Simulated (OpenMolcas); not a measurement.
# B₅ (charge −1): single-point calculation (part 1 of 2)

System: B₅ (pentaborane), charge −1.
Method: O3LYP/pcseg-2, RKS (OpenMolcas 26.06).

The geometry is that of the parent species in another charge or spin state. The geometry comes from this level: GFN2-xTB.

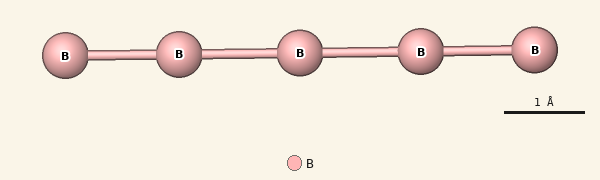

Figure 1. The input geometry (ball-and-stick view, seen at a tilt).

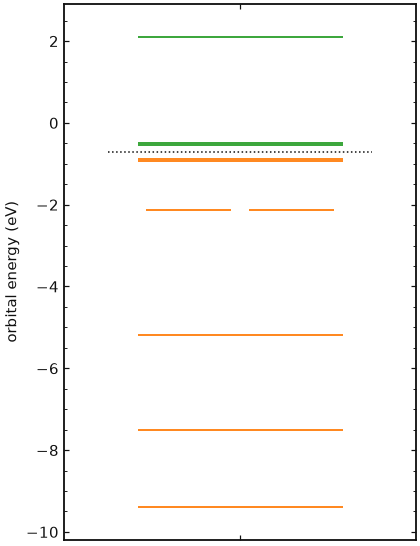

Figure 2. Orbital energies near the frontier; the dotted line parts filled from empty levels, and levels within 0.02 eV of each other stand side by side. Highest filled −0.87 eV, lowest empty −0.54 eV, 0.33 eV apart.

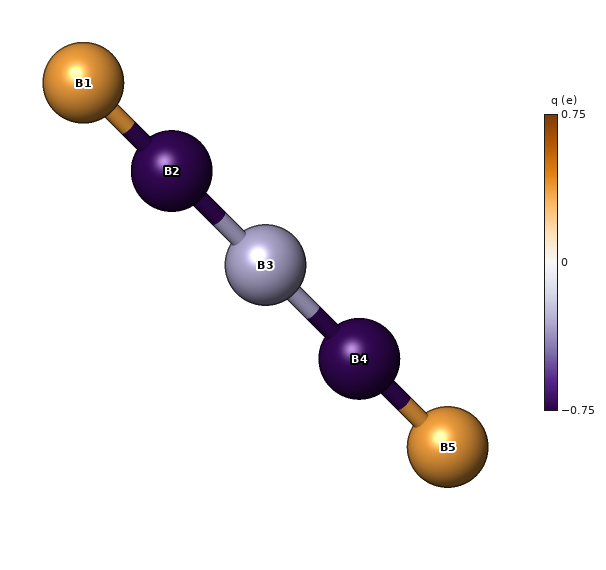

Figure 3. Mulliken charges, as the colour of each atom (ball-and-stick view, seen at an oblique angle; atoms are numbered from 1 in the order of the input). By element: B −0.72 to +0.37 e.

These pictures come from the run below.

## The input
```
* B5 Kohn-Sham DFT
&GATEWAY
BasLib = $CurrDir
Coord = struct.xyz
Basis = pcseg-2
Group = NoSym
&SEWARD
&SCF
Charge = -1
KSDFT = O3LYP
PrOrbitals = 0
```

## File struct.xyz
```
5

B     -2.255650     1.468610    -1.197170
B     -1.163240     0.755220    -0.616760
B     -0.000290    -0.001280    -0.000880
B      1.161970    -0.757290     0.616180
B      2.257220    -1.465250     1.198630
```

Run as:
```bash
export MOLCAS_MEM=1860
pymolcas job.inp > job.log
```

## Output
```
--- Start Module: gateway ---

                                              &GATEWAY

                       available to each process: 1.9 GB of memory, 1 thread

 Basis Set     1 Label: B.PCSEG-2
 Basis set is read from library:.
 basistype.tbl is not found

++    Symmetry information:
      ---------------------

                    Character Table for C1

                             E
                    a        1  x, y, xy, Rz, z, xz, Ry, yz, Rx, I
--

++    Basis set information:
      ----------------------

      Basis set label: B.PCSEG-2.........

      Electronic valence basis set:
      ------------------
      Associated Effective Charge   5.000000 au
      Associated Actual Charge      5.000000 au
      Nuclear Model: Point charge

      Shell  nPrim  nBasis  Cartesian Spherical Contaminant
         s      11       4        X
         p       6       3        X
         d       2       2                 X
         f       1       1                 X
--

++    Molecular structure info:
      -------------------------

                    ************************************************
                    **** Cartesian Coordinates / bohr, angstrom ****
                    ************************************************

     Center  Label                x              y              z                     x              y              z
        1      B1              -4.262561       2.775271      -2.262323             -2.255650       1.468610      -1.197170
        2      B2              -2.198205       1.427159      -1.165507             -1.163240       0.755220      -0.616760
        3      B3              -0.000548      -0.002419      -0.001663             -0.000290      -0.001280      -0.000880
        4      B4               2.195805      -1.431071       1.164411              1.161970      -0.757290       0.616180
        5      B5               4.265528      -2.768921       2.265082              2.257220      -1.465250       1.198630

                    ***************************************
                    *    InterNuclear Distances / bohr    *
                    ***************************************

               1 B1            2 B2            3 B3            4 B4            5 B5
    1 B1       0.000000
    2 B2       2.698513        0.000000
    3 B3       5.566947        2.868436        0.000000
    4 B4       8.434827        5.736316        2.867881        0.000000
    5 B5      11.133901        8.435394        5.566962        2.699087        0.000000

                    *******************************************
                    *    InterNuclear Distances / angstrom    *
                    *******************************************

               1 B1            2 B2            3 B3            4 B4            5 B5
    1 B1       0.000000
    2 B2       1.427992        0.000000
    3 B3       2.945901        1.517911        0.000000
    4 B4       4.463518        3.035528        1.517617        0.000000
    5 B5       5.891807        4.463818        2.945910        1.428295        0.000000

                    **************************************
                    *    Valence Bond Angles / degree    *
                    **************************************
                          Atom centers                 Phi
                      1 B1       2 B2       3 B3       179.90
                      2 B2       3 B3       4 B4       179.95
                      3 B3       4 B4       5 B5       179.83

           ***************************************************************
           *              Valence Dihedral Angles / degree               *
           ***************************************************************
                    Atom centers                       Phi1     Phi2     Theta
           1 B1       2 B2       3 B3       4 B4        179.90   179.95   114.12
           2 B2       3 B3       4 B4       5 B5        179.95   179.83   -62.02
--

            Nuclear Potential Energy             57.47230723 au

--- Stop Module: gateway /rc=_RC_ALL_IS_WELL_ ---

--- Start Module: seward ---

                                              &SEWARD

                       available to each process: 1.9 GB of memory, 1 thread

               SEWARD will generate:
                  Multipole Moment integrals up to order  2
                  Kinetic Energy integrals
                  Nuclear Attraction integrals (point charge)
                  One-Electron Hamiltonian integrals
                  Velocity integrals
                  Orbital angular momentum around (  0.0000   0.0000  -0.0000 )
                  Velocity quadrupole around (  0.0000   0.0000  -0.0000 )
                  Two-Electron Repulsion integrals

                   Integrals are discarded if absolute value <: 1.00E-14
                   Integral cutoff threshold is set to       <: 1.00E-16

            Nuclear Potential Energy             57.47230723 au

      Basis set specifications :
      Symmetry species         a
      Basis functions          150

--- Stop Module: seward /rc=_RC_ALL_IS_WELL_ ---
--- Module seward spent 9 seconds ---

--- Start Module: scf ---

                                                &SCF

                       available to each process: 1.9 GB of memory, 1 thread

 ###############################################################################
 ###     Minimized-density-differences option turned off!                    ###
 ###############################################################################
++    Input section:
      --------------

      Header of the integral files:

      Cartesian coordinates in angstrom:
      -----------------------------------------------------
      No.  Label        X            Y            Z
      -----------------------------------------------------
       1   B1        -2.25565000   1.46861000  -1.19717000
       2   B2        -1.16324000   0.75522000  -0.61676000
       3   B3        -0.00029000  -0.00128000  -0.00088000
       4   B4         1.16197000  -0.75729000   0.61618000
       5   B5         2.25722000  -1.46525000   1.19863000
      -----------------------------------------------------
      Nuclear repulsion energy =   57.47230723
--

++    Orbital specifications:
      -----------------------

      Symmetry species               1
                                     a
      Frozen orbitals                0
      Aufbau                        13
      Start temperature = 0.500
      End temperature   = 0.010
      Temperature Factor= 0.460
      Deleted orbitals               0
      Total number of orbitals     150
      Number of basis functions    150
--

      Molecular charge                          -1.000

      Numerical integration parameters
      --------------------------------
      Radial quadrature type:                         MHL
      Size of radial grid:                            75
      Lebedev angular grid:                           29
      Angular grid pruned with the crowding factor:  3.00E+00
                                 and fading factor:  6.00E+00
      Screening threshold for integral computation:   1.00E-11
      Radial quadrature accuracy:                     1.00E-25
      Maximum batch size:                             128
      AO values are stored on disk
      The same grid will be used for all iterations.

      DFT functional specifications
      -----------------------------
      Using Libxc version: 6.2.2
      Please cite the following reference:
      S. Lehtola, C. Steigemann, M. J.T. Oliveira, and M. A.L. Marques.,  SoftwareX 7, 1–5 (2018) doi:10.1016/j.softx.2017.11.002

      * O3LYP
        - W.-M. Hoe, A. J. Cohen, and N. C. Handy.,  Chem. Phys. Lett. 341, 319–328 (2001) doi:10.1016/S0009-2614(01)00581-4
        - A. J. Cohen and N. C. Handy.,  Mol. Phys. 99, 607 (2001) doi:10.1080/00268970010023435

++    Optimization specifications:
      ----------------------------

      SCF Algorithm: Conventional
      D(i)-D(i-1) density differences are used
      Number of density matrices in core                 5
      Maximum number of NDDO SCF iterations            400
      Maximum number of HF SCF iterations              400
      Threshold for SCF energy change             1.00E-09
      Threshold for density matrix                1.00E-04
      Threshold for Fock matrix                   1.50E-04
      Threshold for linear dependence             1.00E-09
      Threshold at which DIIS is turned on        1.50E-01
      Maximum depth in the DIIS procedure                5
      Maximum depth in the BFGS Hessian update          30
      Threshold at which QNR/C2DIIS is turned on  7.50E-02
      Threshold for Norm(delta) (QNR/C2DIIS)      1.00E-03
      All orbitals punched on: SCFORB
--

      Input vectors read from INPORB
      Orbital file label: *Guess orbitals

++ Convergence information
                                   O3LYP      iterations: Energy and convergence statistics
```
